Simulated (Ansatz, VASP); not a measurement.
# Cross-check of SiC (Moissanite) between VASP and Ansatz, part 2 of 3

Aim: how closely do two programs agree when they are given the same cell, functional and k mesh?  Valence electrons are named where the data sets of a main pair hold unlike numbers.

VASP 6.6.1 and Ansatz 0.2.0.

So far. Step 3 (VASP: band structure, LDA): The run ends at a pressure of -3.68 GPa, with forces up to 0.73 eV/Å.

## 4. Comparison

Known differences besides the potentials themselves: the two LDA forms differ slightly; the cutoff is 420 eV in Ansatz and 460 eV in VASP; VASP's log shows a relativistic correction to its local exchange, Ansatz's none. Total energies have different zeros and are not compared.

Compared:

```csv
quantity,Ansatz,VASP,difference
pressure (GPa),-3.98,-3.68,-0.31
pressure without Ansatz's Pulay correction (GPa),-4.38,-3.68,-0.70
gap over the path points (eV),2.212,2.199,+0.013
```

Forces (eV/Å; atoms numbered as in POSCAR):

```csv
atom,"Ansatz x, y, z","VASP x, y, z"
Si1,"0.000, 0.000, 0.730","0.000, 0.000, 0.733"
Si2,"0.000, 0.000, 0.730","0.000, 0.000, 0.733"
C3,"0.000, 0.000, -0.730","0.000, 0.000, -0.733"
C4,"0.000, 0.000, -0.730","0.000, 0.000, -0.733"
```

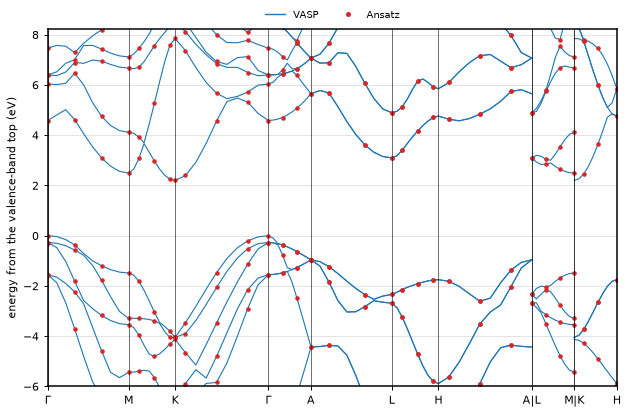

Bands from VASP (lines) and levels from Ansatz (dots). Dots without a line are higher empty bands that the VASP plot leaves out.

Levels at points of the path, from each program's valence-band top (eV; 4 filled, then empty):

```csv
k (reciprocal lattice),Ansatz,VASP
0.000 0.000 0.000,-1.55 -0.27 -0.27 0.00 4.58 6.02 6.41,-1.55 -0.27 -0.27 0.00 4.59 6.04 6.40
0.167 0.000 0.000,-2.23 -1.81 -0.57 -0.37 4.62 6.46 6.89,-2.23 -1.81 -0.57 -0.37 4.62 6.47 6.89
0.333 0.000 0.000,-4.59 -3.18 -1.78 -1.20 3.10 4.75 6.94,-4.59 -3.17 -1.78 -1.20 3.10 4.75 6.95
0.500 0.000 0.000,-5.44 -3.54 -3.28 -1.49 2.50 4.12 6.66,-5.44 -3.54 -3.29 -1.48 2.49 4.12 6.67
0.463 0.074 0.000,-5.39 -3.96 -3.29 -1.82 3.08 3.94 6.70,-5.39 -3.96 -3.29 -1.82 3.07 3.93 6.71
0.407 0.185 0.000,-5.65 -4.81 -3.39 -3.05 2.98 5.28 7.57,-5.65 -4.81 -3.39 -3.05 2.97 5.27 7.56
0.352 0.296 0.000,-6.31 -4.30 -4.05 -3.80 2.26 7.59 8.33,-6.30 -4.30 -4.05 -3.81 2.25 7.59 8.33
0.333 0.333 0.000,-6.48 -4.13 -4.05 -4.05 2.21 7.85 8.54,-6.47 -4.13 -4.05 -4.05 2.20 7.84 8.54
0.296 0.296 0.000,-5.89 -4.66 -3.90 -3.46 2.41 7.37 8.12,-5.88 -4.66 -3.90 -3.46 2.39 7.37 8.12
0.185 0.185 0.000,-4.81 -3.48 -2.06 -1.47 4.58 5.67 6.84,-4.81 -3.48 -2.06 -1.47 4.57 5.67 6.85
```

The forces differ by 1.2 meV/Å r.m.s., which is 0.3 % of the r.m.s. force of 0.423 eV/Å (both taken over all components). Among the levels compared at these points, filled levels agree within 9 meV and empty ones within 17 meV. Ansatz's pressure holds a Pulay correction of 0.39 GPa; VASP's holds none.

## 5. Ansatz: band structure, PBE

Levels along a path test the potential and the projectors away from the mesh points.

The cell is taken from a series of VASP runs on this material, whose earlier steps may have relaxed, scaled or displaced it; both programs get it as it stands.

Contents of input.yaml:

```yaml
crystal:
  lattice:
    - [3.076, 0.0, 0.0]
    - [-1.538, 2.663894142, 0.0]
    - [0.0, 0.0, 5.048]
  atoms:
    - { symbol: Si, position: [0.6666666667, 0.3333333333, 0.5] }
    - { symbol: Si, position: [0.3333333333, 0.6666666667, 0.0] }
    - { symbol: C, position: [0.6666666667, 0.3333333333, 0.885] }
    - { symbol: C, position: [0.3333333333, 0.6666666667, 0.385] }
hamiltonian:
  xc: pbe
  pseudopotentials: { kind: paw }
kpoints:
  mp_grid: { grid: [8, 8, 4] }
  band_path:
    path:
      - [0.0, 0.0, 0.0]
      - [0.16667, 0.0, 0.0]
      - [0.33333, 0.0, 0.0]
      - [0.5, 0.0, 0.0]
      - [0.46296, 0.07407, 0.0]
      - [0.40741, 0.18519, 0.0]
      - [0.35185, 0.2963, 0.0]
      - [0.33333, 0.33333, 0.0]
      - [0.2963, 0.2963, 0.0]
      - [0.18519, 0.18519, 0.0]
      - [0.07407, 0.07407, 0.0]
      - [0.0, 0.0, 0.0]
      - [0.0, 0.0, 0.16667]
      - [0.0, 0.0, 0.33333]
      - [0.0, 0.0, 0.5]
      - [0.11111, 0.0, 0.5]
      - [0.33333, 0.0, 0.5]
      - [0.5, 0.0, 0.5]
      - [0.46296, 0.07407, 0.5]
      - [0.40741, 0.18519, 0.5]
      - [0.35185, 0.2963, 0.5]
      - [0.2963, 0.2963, 0.5]
      - [0.18519, 0.18519, 0.5]
      - [0.07407, 0.07407, 0.5]
      - [0.5, 0.0, 0.5]
      - [0.5, 0.0, 0.33333]
      - [0.5, 0.0, 0.16667]
      - [0.5, 0.0, 0.0]
      - [0.33333, 0.33333, 0.11111]
      - [0.33333, 0.33333, 0.27778]
      - [0.33333, 0.33333, 0.5]
    npoints: 1
scf:
  occupations: { method: gaussian, width: 0.03 }
  n_extra_bands: 8
output:
  forces: true
  stress: true
  eigenvalues: true
```

Run with:

```console
> ansatz run input.yaml --threads 2 --pin off --max-ram 4608MiB --backend cpu --events-out ev --progress --plain --runs-dir out
```

Numbers of over 12 decimals in the logs are rounded to 6 here.

Output:

```text
[...]
Crystal: 4 atoms, lattice volume = 41.364 Å³
Basis set: ecut = 420 eV, 785 PW (Γ), exchange–correlation on 48×48×72 points (8 copies of the dense FFT grid, shifted against one another)
Bands: 16, of which v1, the nominal top of the filled ones, is band 8 counted from 1 (7 counted from 0)
Symmetry: 12 space group operations
[...]
k-points: 30 of 256 (time reversal used)
[...]
k-point 0: bands = [... 4 lower, 8.2270, 9.5070, 9.5070, 9.7838, 14.4014, 15.7944, 16.2903, 16.2903, ... 4 higher]
  k-point 1: bands = [... 4 lower, 8.3911, 8.3911, 9.2927, 9.2927, 14.6820, 16.4089, 16.4089, 16.6276, ... 4 higher]
  k-point 2: bands = [... 4 lower, 8.8168, 8.8168, 8.8168, 8.8168, 15.4880, 15.4880, 16.9537, 16.9537, ... 4 higher]
  k-point 29: bands = [... 4 lower, 4.3334, 4.3334, 7.9726, 7.9726, 14.3685, 14.3685, 16.0402, 16.0402, ... 4 higher]
[key lines of the parts left out:]
SCF converged after 6 iterations
Free energy (F): -1774.265567 eV
Fermi energy:    11.073701 eV
P = ⅓ Tr σ = 3.6920 GPa (36.920 kbar)
```

Elapsed: 1.3 s, on 2 threads of Arm Neoverse V2, shared host; peak memory 0.29 GiB.

## 6. VASP: band structure, PBE

The same cell, functional, mesh and smearing now go to VASP, with its own data sets.

Contents of INCAR:

```
SYSTEM = SiC
PREC = Accurate
ENCUT = 460
EDIFF = 1E-06
NELM = 100
ISMEAR = 0
SIGMA = 0.03
LREAL = .FALSE.
ALGO = Normal
GGA = PE
NBANDS = 22
LORBIT = 11
LWAVE = .FALSE.
LCHARG = .FALSE.
KPAR = 8
LASPH = .TRUE.
```

Contents of POSCAR:

```
SiC
1.0
    3.0760000000      0.0000000000      0.0000000000
   -1.5380000000      2.6638941420      0.0000000000
    0.0000000000      0.0000000000      5.0480000000
Si C
2 2
Direct
    0.6666666667      0.3333333333      0.5000000000
    0.3333333333      0.6666666667      0.0000000000
    0.6666666667      0.3333333333      0.8850000000
    0.3333333333      0.6666666667      0.3850000000
```

Contents of KPOINTS:

```
Automatic mesh
0
Gamma
8 8 4
0 0 0
```

Contents of KPOINTS_OPT:

```
Line mode
10
Line-mode
Reciprocal
  0.00000000   0.00000000   0.00000000 GAMMA
  0.50000000   0.00000000   0.00000000 M

  0.50000000   0.00000000   0.00000000 M
  0.33333333   0.33333333   0.00000000 K

  0.33333333   0.33333333   0.00000000 K
  0.00000000   0.00000000   0.00000000 GAMMA

  0.00000000   0.00000000   0.00000000 GAMMA
  0.00000000   0.00000000   0.50000000 A

  0.00000000   0.00000000   0.50000000 A
  0.50000000   0.00000000   0.50000000 L

  0.50000000   0.00000000   0.50000000 L
  0.33333333   0.33333333   0.50000000 H

  0.33333333   0.33333333   0.50000000 H
  0.00000000   0.00000000   0.50000000 A

  0.50000000   0.00000000   0.50000000 L
  0.50000000   0.00000000   0.00000000 M

  0.33333333   0.33333333   0.00000000 K
  0.33333333   0.33333333   0.50000000 H
```

Potentials, in the order of the species: Si and C (PBE family, release 64).

Run with:

```console
> mpirun -np 8 vasp_std
```

Output:

```text
[banner, memory and clock lines left out]
running    8 mpi-ranks, on    1 nodes
[...]
[... a notice as in an earlier step ...]

 LDA part: xc-table for (Slater+PW92), standard interpolation
 POSCAR, INCAR and KPOINTS ok, starting setup
[...]
entering main loop
       N       E                     dE             d eps       ncg     rms          rms(c)
DAV:   1     0.187850818355E+02    0.18785E+02   -0.62710E+03  1320   0.591E+02
DAV:   2    -0.319757777517E+02   -0.50761E+02   -0.47936E+02  1724   0.130E+02
DAV:   3    -0.338022218768E+02   -0.18264E+01   -0.18126E+01  1666   0.206E+01
DAV:   4    -0.338110773332E+02   -0.88555E-02   -0.88542E-02  1554   0.177E+00
[...]
DAV:  10    -0.300705145570E+02   -0.32465E-03   -0.88530E-04  1478   0.135E-01    0.548E-02
DAV:  11    -0.300705350876E+02   -0.20531E-04   -0.42173E-05  1646   0.377E-02    0.194E-02
DAV:  12    -0.300705356264E+02   -0.53884E-06   -0.73146E-06  1612   0.136E-02
   1 F= -.30070536E+02 E0= -.30070536E+02  d E =-.790332E-21
 Start KPOINTS_OPT (optional k-point list driver)
k-point batch [1-30\90]
       N       E                     dE             ncg
DAV:   1     0.253481435083E+04   -0.10028E+05     1320
DAV:   2     0.113575037254E+04   -0.13991E+04     1726
DAV:   3     0.108369261914E+04   -0.52058E+02     1656
DAV:   4     0.108344016344E+04   -0.25246E+00     1508
DAV:   5     0.108343862932E+04   -0.15341E-02     1638
DAV:   6     0.108343861572E+04   -0.13604E-04     1550
DAV:   7     0.108343861560E+04   -0.12275E-06     1452
[...]
k-point batch [61-90\90]
       N       E                     dE             ncg
DAV:   1     0.241704263145E+04   -0.14634E+05     1320
DAV:   2     0.102937517972E+04   -0.13877E+04     1740
DAV:   3     0.981600397670E+03   -0.47775E+02     1656
DAV:   4     0.981376615658E+03   -0.22378E+00     1562
DAV:   5     0.981375412376E+03   -0.12033E-02     1660
DAV:   6     0.981375402767E+03   -0.96086E-05     1574
DAV:   7     0.981375402687E+03   -0.79583E-07     1428
```

Parts of OUTCAR (step 6):

```text
  Total        1.3286452      1.3286452      0.0728347      0.0000000      0.0000000      0.0000000
  in kB       51.4632225     51.4632225      2.8211510      0.0000000      0.0000000      0.0000000
  external PRESSURE =      35.2491987 kB  Pullay stress =       0.0000000 kB

 POSITION                                       TOTAL-FORCE (eV/Angst)
 -----------------------------------------------------------------------------------
      1.53800      0.88796      2.52400        -0.000000      0.000000      0.751123
     -0.00000      1.77593      0.00000         0.000000      0.000000      0.751123
      1.53800      0.88796      4.46748        -0.000000      0.000000     -0.751123
     -0.00000      1.77593      1.94348         0.000000     -0.000000     -0.751123
 -----------------------------------------------------------------------------------
    total drift:                                0.000000      0.000000     -0.000768

  FREE ENERGIE OF THE ION-ELECTRON SYSTEM (eV)
  ---------------------------------------------------
  free  energy   TOTEN  =       -30.0705356264 eV

  energy  without entropy=      -30.0705356264  energy(sigma->0) =      -30.07053563

[... 2 parts as in an earlier step ...]

[... 1 further part left out ...]
[key lines of the parts left out:]
E-fermi :   8.5971
```

The run ends at a pressure of 3.52 GPa, with forces up to 0.75 eV/Å.

## 7. Differences

The two programs side by side:

```csv
quantity,Ansatz,VASP,difference
pressure (GPa),3.69,3.52,+0.17
pressure without Ansatz's Pulay correction (GPa),3.40,3.52,-0.12
gap over the path points (eV),2.325,2.323,+0.002
```

Forces (eV/Å; atoms numbered as in POSCAR):

```csv
atom,"Ansatz x, y, z","VASP x, y, z"
Si1,"0.000, 0.000, 0.751","0.000, 0.000, 0.751"
Si2,"0.000, 0.000, 0.751","0.000, 0.000, 0.751"
C3,"0.000, 0.000, -0.751","0.000, 0.000, -0.751"
C4,"0.000, 0.000, -0.751","0.000, 0.000, -0.751"
```

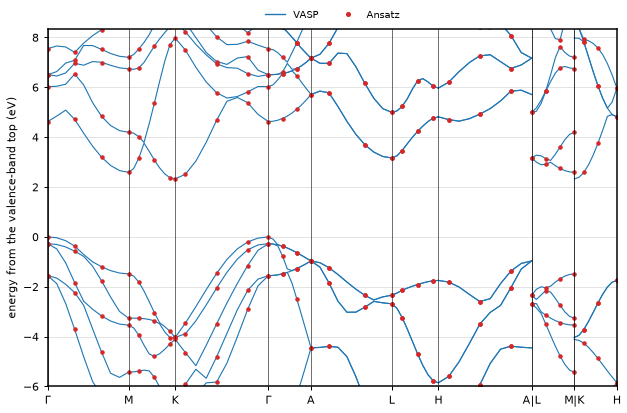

Bands from VASP (lines) and levels from Ansatz (dots). Dots without a line are higher empty bands that the VASP plot leaves out.

Levels at points of the path, from each program's valence-band top (eV; 4 filled, then empty):

```csv
k (reciprocal lattice),Ansatz,VASP
0.000 0.000 0.000,-1.56 -0.28 -0.28 0.00 4.62 6.01 6.51,-1.56 -0.28 -0.28 0.00 4.62 6.03 6.51
0.167 0.000 0.000,-2.24 -1.84 -0.57 -0.37 4.71 6.53 6.96,-2.23 -1.84 -0.57 -0.37 4.71 6.53 6.96
0.333 0.000 0.000,-4.63 -3.18 -1.77 -1.20 3.20 4.83 7.00,-4.62 -3.17 -1.77 -1.20 3.20 4.83 7.00
0.500 0.000 0.000,-5.43 -3.54 -3.26 -1.49 2.59 4.20 6.74,-5.43 -3.54 -3.26 -1.49 2.59 4.20 6.74
0.463 0.074 0.000,-5.38 -3.95 -3.27 -1.82 3.17 4.02 6.77,-5.38 -3.95 -3.27 -1.82 3.17 4.02 6.78
0.407 0.185 0.000,-5.64 -4.79 -3.37 -3.05 3.08 5.37 7.65,-5.64 -4.79 -3.37 -3.04 3.08 5.37 7.66
0.352 0.296 0.000,-6.34 -4.29 -4.04 -3.79 2.38 7.71 8.43,-6.33 -4.29 -4.04 -3.79 2.37 7.71 8.44
0.333 0.333 0.000,-6.50 -4.12 -4.04 -4.04 2.33 7.97 8.64,-6.50 -4.12 -4.04 -4.04 2.32 7.98 8.64
0.296 0.296 0.000,-5.91 -4.64 -3.89 -3.45 2.52 7.49 8.22,-5.91 -4.64 -3.88 -3.45 2.52 7.49 8.22
0.185 0.185 0.000,-4.82 -3.50 -2.06 -1.47 4.67 5.78 6.94,-4.82 -3.49 -2.06 -1.47 4.67 5.78 6.94
```

The forces differ by 0.3 meV/Å r.m.s., which is 0.1 % of the r.m.s. force of 0.434 eV/Å (both taken over all components). Among the levels compared at these points, filled levels agree within 4 meV and empty ones within 15 meV. Ansatz's pressure holds a Pulay correction of 0.29 GPa; VASP's holds none.

## 8. VASP: band structure, r2SCAN

Levels along a path test the potential and the projectors away from the mesh points.

INCAR: that of step 6 with these lines changed.

```diff
@@ -9,3 +9,4 @@
 ALGO = Normal
-GGA = PE
+METAGGA = R2SCAN
+LASPH = .TRUE.
 NBANDS = 22
@@ -15,2 +16 @@
 KPAR = 8
-LASPH = .TRUE.
```

POSCAR is that of step 6.

KPOINTS is that of step 6.

KPOINTS_OPT is that of step 6.

Run with:

```console
> mpirun -np 8 vasp_std
```

Output:

```text
[banner, memory and clock lines left out]
running    8 mpi-ranks, on    1 nodes
[...]
[... a notice as in an earlier step ...]

|                                                                             |
|               ----> ADVICE to this user running VASP <----                  |
|                                                                             |
|     You enforced a specific xc type in the INCAR file but a different       |
|     [... a line on the potential file left out ...]
|     I HOPE YOU KNOW WHAT YOU ARE DOING!                                     |
|                                                                             |

 LDA part: xc-table for (None), standard interpolation
 POSCAR, INCAR and KPOINTS ok, starting setup
[...]
entering main loop
       N       E                     dE             d eps       ncg     rms          rms(c)
DAV:   1     0.937972445288E+01    0.93797E+01   -0.64758E+03  1320   0.611E+02
DAV:   2    -0.427778174424E+02   -0.52158E+02   -0.49247E+02  1708   0.134E+02
[...]
DAV:  10    -0.386053308304E+02   -0.25061E-03   -0.37614E-04  1528   0.983E-02    0.368E-02
DAV:  11    -0.386053332274E+02   -0.23970E-05   -0.17623E-05  1644   0.311E-02    0.673E-03
DAV:  12    -0.386053327896E+02    0.43781E-06   -0.33173E-06  1560   0.941E-03
   1 F= -.38605333E+02 E0= -.38605333E+02  d E =-.846855E-13
 Start KPOINTS_OPT (optional k-point list driver)
k-point batch [1-30\90]
       N       E                     dE             ncg
DAV:   1     0.240642767315E+04   -0.10157E+05     1320
DAV:   2     0.941640115778E+03   -0.14648E+04     1718
DAV:   3     0.888587479906E+03   -0.53053E+02     1656
DAV:   4     0.888339716932E+03   -0.24776E+00     1494
DAV:   5     0.888338261054E+03   -0.14559E-02     1638
DAV:   6     0.888338248543E+03   -0.12512E-04     1540
DAV:   7     0.888338248431E+03   -0.11145E-06     1446
[...]
k-point batch [61-90\90]
       N       E                     dE             ncg
DAV:   1     0.228226421116E+04   -0.14769E+05     1320
DAV:   2     0.830061639706E+03   -0.14522E+04     1726
DAV:   3     0.781090951305E+03   -0.48971E+02     1650
DAV:   4     0.780868175434E+03   -0.22278E+00     1582
DAV:   5     0.780866997468E+03   -0.11780E-02     1664
DAV:   6     0.780866988287E+03   -0.91811E-05     1572
DAV:   7     0.780866988214E+03   -0.73050E-07     1418
```

Parts of OUTCAR (step 8):

```text
  Total        0.3414258      0.3414258     -0.7177614      0.0000000      0.0000000      0.0000000
  in kB       13.2246516     13.2246516    -27.8014894      0.0000000      0.0000000      0.0000000
  external PRESSURE =      -0.4507287 kB  Pullay stress =       0.0000000 kB

 POSITION                                       TOTAL-FORCE (eV/Angst)
 -----------------------------------------------------------------------------------
      1.53800      0.88796      2.52400         0.000000      0.000000      0.769865
     -0.00000      1.77593      0.00000        -0.000000     -0.000000      0.769865
      1.53800      0.88796      4.46748         0.000000     -0.000000     -0.769865
     -0.00000      1.77593      1.94348        -0.000000     -0.000000     -0.769865
 -----------------------------------------------------------------------------------
    total drift:                               -0.000000      0.000000      0.001293

  FREE ENERGIE OF THE ION-ELECTRON SYSTEM (eV)
  ---------------------------------------------------
  free  energy   TOTEN  =       -38.6053327896 eV

  energy  without entropy=      -38.6053327896  energy(sigma->0) =      -38.60533279

[... 2 parts as in an earlier step ...]

[... 1 further part left out ...]
[key lines of the parts left out:]
E-fermi :   8.4409
```

The run ends at a pressure of -0.05 GPa, with forces up to 0.77 eV/Å.

(Continued in part 3 of 3.)

[Lines on the potential files, build, host, timing and source positions are cut from VASP's logs without a mark.]

[Logs are printed without paths, hosts, clocks, repeated set-up lines and the standing remarks that a program may print on its own settings, such as how far it seeks lower states.]

[Hosts, paths, dates, database ids (printed as entryN), source tags and the programs' standing remarks are cut or masked in the printed files.]
